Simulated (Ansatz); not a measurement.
# Settings and their price: Zr2CO2 MXene, 4 layers (80 atoms)

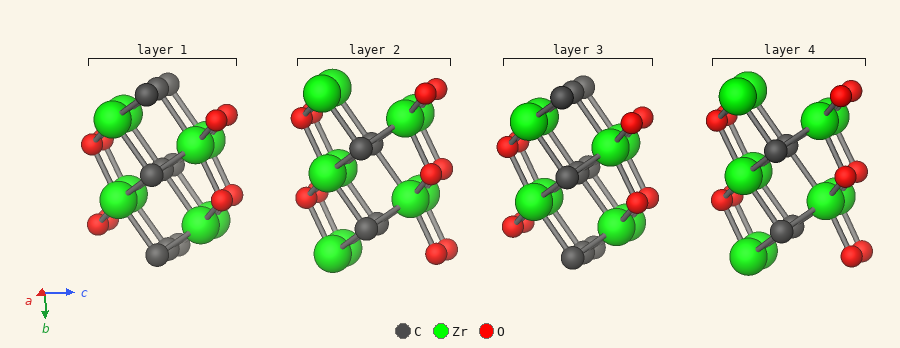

The cell (carbon dark grey, zirconium green, oxygen red). Some periodic images of atoms are drawn too.

The cell holds 80 atoms: 16 C, 32 Zr and 32 O. Cell: a = 6.752 Å, b = 6.752 Å, c = 40.780 Å, α = 90.0°, β = 90.0°, γ = 120.0°. It derives from Zr2CO2 (Zr2CO2 MXene). 4 layers of Zr2CO2 MXene (a = 3.31 Å), 2 x 2 cells, biaxial strain +2 %, every second layer slid by 0.833 of a1 + 2 a2; facing planes 2.84, 2.72, 2.82 Å apart; 14 Å of vacuum. Regions: layer 1, 20 atoms (4 C, 8 Zr and 8 O); layer 2, 20 atoms (4 C, 8 Zr and 8 O); layer 3, 20 atoms (4 C, 8 Zr and 8 O); layer 4, 20 atoms (4 C, 8 Zr and 8 O). Vacuum lies along c.

Geometry: as built.

Reference run: Kohn-Sham DFT, LDA, PAW (set soft_2), plane waves (Ansatz 0.2.0), cutoff 420 eV, k-mesh 3×3×1, fixed occupations.

* r.m.s. force component: 0.5541 eV/Å
* gap (highest filled to lowest empty level): 0.7632 eV
* SCF cycles: 12
* time: 3.6 s on 1 × NVIDIA GB200 with 32 threads of Arm Neoverse V2, shared host

**Question.** The cell is repeated and solved at Γ. How do error, time and memory go?
- plane waves, 80 atoms (1×1×1)
- support functions, 80 atoms (1×1×1)
- plane waves, 720 atoms (3×3×1)
- support functions, 720 atoms (3×3×1)
- support functions, 1280 atoms (4×4×1)
- truncated density matrix, 1280 atoms (4×4×1)
- support functions, 2880 atoms (6×6×1)
- truncated density matrix, 2880 atoms (6×6×1)
- truncated density matrix, 5120 atoms (8×8×1)

Differences are against the typed cell on a 3×3×1 mesh, which samples like Γ on 720 atoms (r.m.s. force component 0.554 eV/Å, gap 0.763 eV). Every repeated cell is solved at Γ, and forces are averaged over the copies of each atom. Hardware: 1 × NVIDIA GB200 with 32 threads of Arm Neoverse V2, shared host.

| atoms | repeats | basis | Δ force, r.m.s. (meV/Å) | Δ energy (meV/atom) | less plane waves of the same size (meV/atom) | gap (eV) | spread among copies (meV/Å) | SCF cycles | time | host memory (GiB) | planned on the GPU (GiB) |
| --- | --- | --- | --- | --- | --- | --- | --- | --- | --- | --- | --- |
| 80 | 1×1×1 | plane waves | 195 | 241 | - | 0.432 | - | 13 | 1.6 s | 1.4 | 4.7 |
| 80 | 1×1×1 | support functions | 195 | 236 | -5.1 | 0.432 | - | 26 | 6.5 s | 1.4 | 6.1 |
| 720 | 3×3×1 | plane waves | 0.016 | 0 | - | 0.763 | 0 | 13 | 22 s | 3.7 | 107 |
| 720 | 3×3×1 | support functions | 0.49 | -5.09 | -5.1 | 0.763 | 0.14 | 19 | 28 s | 4.1 | 31 |
| 1280 | 4×4×1 | support functions | 3.97 | -6.65 | - | 0.768 | 0.15 | 19 | 53 s | 6.2 | 49 |
| 1280 | 4×4×1 | truncated density matrix | 3.94 | -6.64 | - | - | 0.15 | 22 | 46 s | 6.0 | 53 |
| 2880 | 6×6×1 | support functions | 4.97 | -6.99 | - | 0.770 | 0.14 | 21 | 3.2 min | 14 | 134 |
| 2880 | 6×6×1 | truncated density matrix | 5.00 | -6.98 | - | - | 0.12 | 23 | 2.2 min | 14 | 148 |
| 5120 | 8×8×1 | truncated density matrix | 5.03 | -6.95 | - | - | 0.14 | 24 | 4.4 min | 22 | 177 |

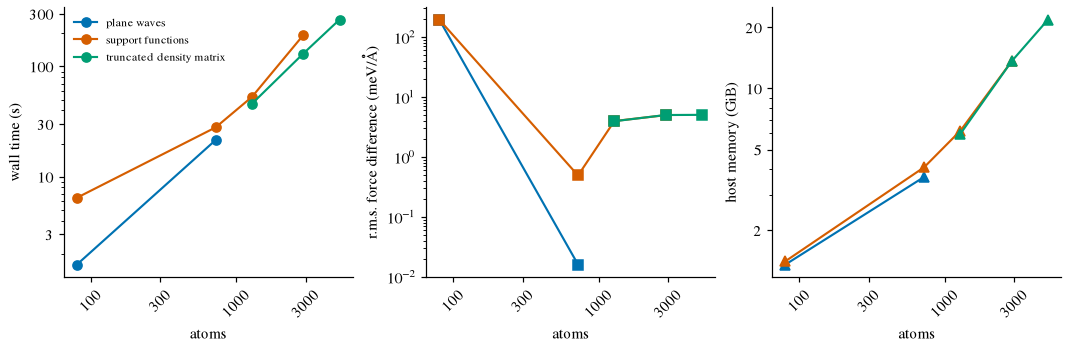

Time, error and memory against the number of atoms.

Repeating the cell at Γ samples more k-points: in plane waves the energy difference from the dense mesh goes from 241 meV/atom at 80 atoms to 0 at 720, and the force difference from 195 to 0.016 meV/Å; the gap goes from 0.432 to 0.763 eV. The largest repeat holds the very k-points of the reference's mesh, so its agreement is an identity, not a test of convergence. With plane waves, the time grows as the 1.2 power of the atom count between the two largest sizes, 80 and 720 atoms. The smaller run is short enough for fixed overheads to flatten this slope. With support functions, the time grows as the 1.6 power of the atom count between the two largest sizes, 1280 and 2880 atoms. With the truncated density matrix, the time grows as the 1.2 power of the atom count between the two largest sizes, 2880 and 5120 atoms. At 2880 atoms truncation (run in mixed precision) changes the energy by +0.01 meV/atom and takes 0.68 times the time of the full density matrix. At equal size the support functions lie 5.1 meV/atom below plane waves, likely because their grid holds more waves than 420 eV; no run tests this. Support functions take 4.0 times the time of plane waves at 80 atoms and 1.3 times at 720, so no crossover is reached among the sizes that both ran. Each time is a single run, so ratios and crossover are rough. At the largest size the support functions' forces differ from the reference by 0.90 % of the r.m.s. force, which holds the difference of sampling between the two as well as that of the basis. In some support-function runs the search for missed states was left out or partial.

[Hosts, paths, dates, database ids (printed as entryN), source tags and the programs' standing remarks are cut or masked in the printed files.]
